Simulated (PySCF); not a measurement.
## Electronic structure of C5H10AlFO (SMILES CO/C=[C](\C)[Al]([CH3])[F]) in real space

| atom | x (Å) | y (Å) | z (Å) |
| --- | --- | --- | --- |
| C | 2.9386 | -0.5824 | 0.7021 |
| O | 2.0419 | 0.3728 | 0.1967 |
| C | 0.7360 | -0.0063 | 0.1220 |
| C | -0.2314 | 0.7978 | -0.3373 |
| C | 0.0961 | 2.1949 | -0.8037 |
| Al | -2.0647 | 0.0718 | -0.3686 |
| C | -2.6296 | -1.7447 | 0.2176 |
| F | -3.2350 | 1.0924 | -0.9434 |
| H | 3.9235 | -0.1180 | 0.6909 |
| H | 2.6841 | -0.8666 | 1.7292 |
| H | 2.9566 | -1.4841 | 0.0798 |
| H | 0.5102 | -1.0149 | 0.4604 |
| H | 0.8113 | 2.1651 | -1.6255 |
| H | 0.5447 | 2.7715 | 0.0050 |
| H | -0.8100 | 2.7000 | -1.1399 |
| H | -2.1494 | -2.5482 | -0.3460 |
| H | -2.4218 | -1.9410 | 1.2722 |
| H | -3.7098 | -1.8537 | 0.0768 |

Geometry: GFN2-xTB.

These are results of PBE0/pcSseg-1, SCF density, gas phase, non-relativistic (PySCF), not measurements.

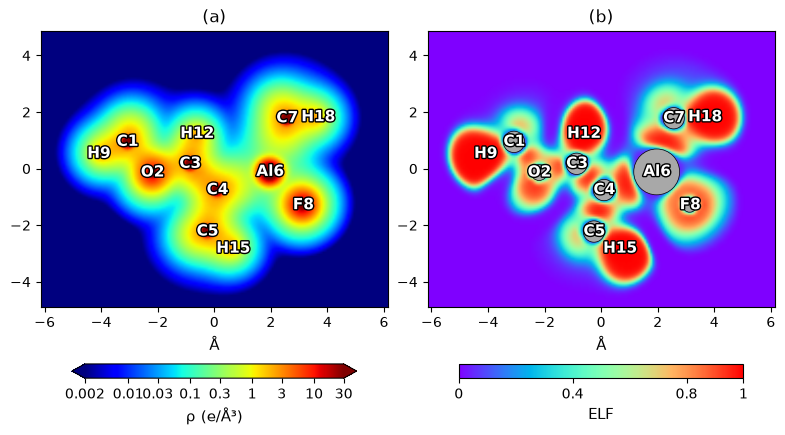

Figure 1. (a) electron density; (b) electron localisation function on the plane of atoms C4, C3 and H12. Grey discs cover the atomic cores in the ELF map.

Q: What do the fields say about this system?

A: Atoms in the plane: C, O, Al, F and H. C–C (1.34 Å): ρ is about 2.3 e/Å³ halfway; the ELF peaks at about 0.95 between the atoms; a multiple bond. C–O (1.36 Å): ρ at the midpoint is about 2.3 e/Å³, with its minimum of 1.9 e/Å³ about 0.5 Å from C; the ELF peaks at about 0.90 between the atoms: a shared but strongly polarised pair. Al–F (1.66 Å): the density is about 0.84 e/Å³ at the midpoint; the ELF peaks at about 0.85 in the valence shell of F, 0.5 Å from its nucleus, and is about 0.30 at the midpoint. C–Al (1.97 Å): the density is about 0.7 e/Å³ at the midpoint; the ELF peaks at about 0.95 between the atoms (a shared but strongly polarised pair). C–H (1.09 Å): the density is about 2 e/Å³ at the midpoint; the ELF climbs to about 1 towards the hydrogen, as it does in any bond to H; an ordinary covalent bond to hydrogen. The ELF also peaks beside F8 and O2, away from the bonds: lone-pair regions.

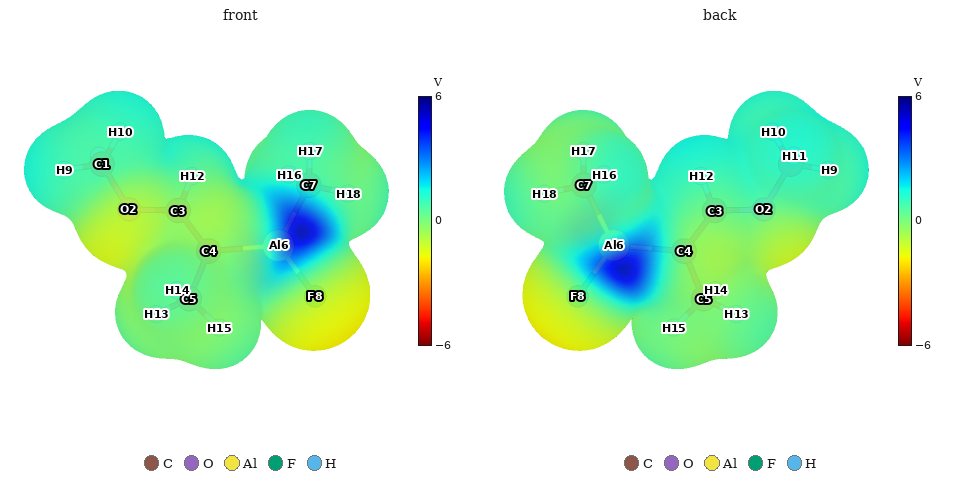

Figure 2. The molecular electrostatic potential painted on the density surface at 0.004 e/bohr³, seen from the front and from behind; red is negative and blue positive.

Q: Which sites attract a positive test charge, and which a negative one?

A: A positive charge is drawn to the negative regions and a negative charge to the positive ones. The most negative region (about −1.8 V) lies over F8, the most positive (about +4.9 V) over Al6.

Q: How polar is the molecule by this calculation?

A: Its dipole moment is 3.75 D.
